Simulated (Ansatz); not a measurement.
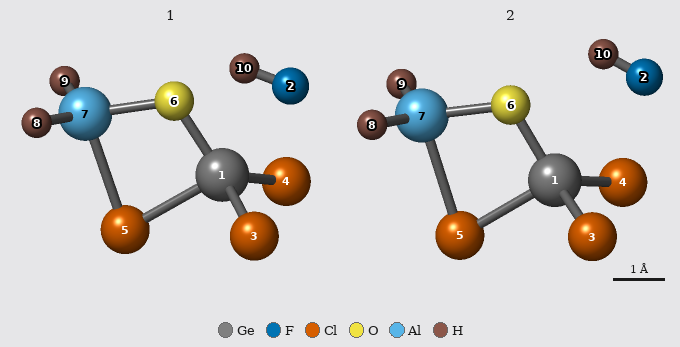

Two geometries of AlGeH₃OCl₃F, drawn at one scale. One is the start of a relaxation, the other its converged end. A ball-and-stick model, seen from a free direction.

Method: RKS PBE/def2-SVP in Ansatz 0.2.0. (no spin polarisation; force threshold 0.03 eV/Å; at most 50 steps)

Q: Which geometry has the lower energy?

A: Structure 1 is the relaxed one. The run prepares an end point of a later path (reaction) calculation, from a guessed geometry. The largest move after the best rigid fit is that of H10, 0.50 Å. By element the largest moves are H 0.50 Å, F 0.34 Å, Ge 0.19 Å, Cl 0.16 Å, O 0.11 Å, Al 0.08 Å. Near-neighbour distances that change, for instance: Ge1–H10 2.855 → 2.285 Å, Ge1–F2 2.876 → 2.370 Å, Cl5–Al7 2.558 → 2.489 Å, F2–H10 0.933 → 0.980 Å. Bond angles that change, for instance: Cl5–Ge1–O6 92.9° → 89.5°, Cl3–Ge1–Cl5 105.9° → 102.6°, Cl4–Ge1–Cl5 105.6° → 102.5°. After 5 accepted moves (6 points after the start) the energy has fallen by 3.62 kcal/mol. Largest force component: 0.49 eV/Å at the start, 0.029 eV/Å at the end. The line search rejected the trial step at point 3 of the run. Cost: 20 s on 4 threads of Arm Neoverse V1 (shared host), peak memory 0.25 GiB.

Limits of the set-up: the start holds two separate molecules, 2.2 Å apart at their closest, whose relative position is a soft coordinate and is computed without a dispersion correction.
